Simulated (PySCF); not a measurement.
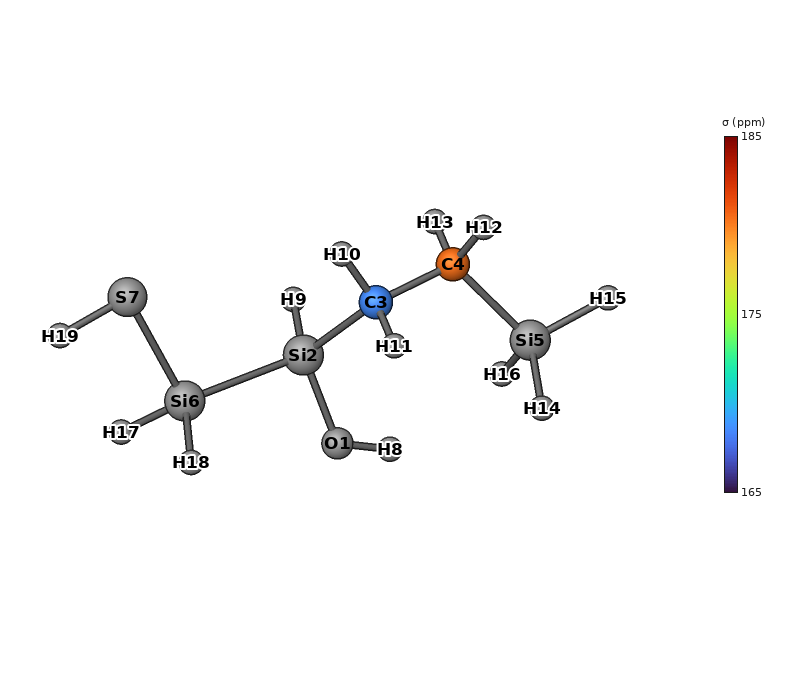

Atoms are coloured by their isotropic NMR shieldings (C only, the others grey). Computed geometry: GFN2-xTB optimisation. No frequency run is at hand to confirm it as a minimum. Method: GIAO PBE0/pcSseg-1 NMR shielding, non-relativistic, gas phase (PySCF 2.14.0).

Give the isotropic NMR shieldings of the C atoms atom by atom.

```tsv
atom	σ (ppm)
C3	168.5
C4	180.3
```

The geometry is semi-empirical. Around Si such bond lengths and angles can be off by a tenth of an ångström or more and by several degrees, and values that hang on the shape move with them.
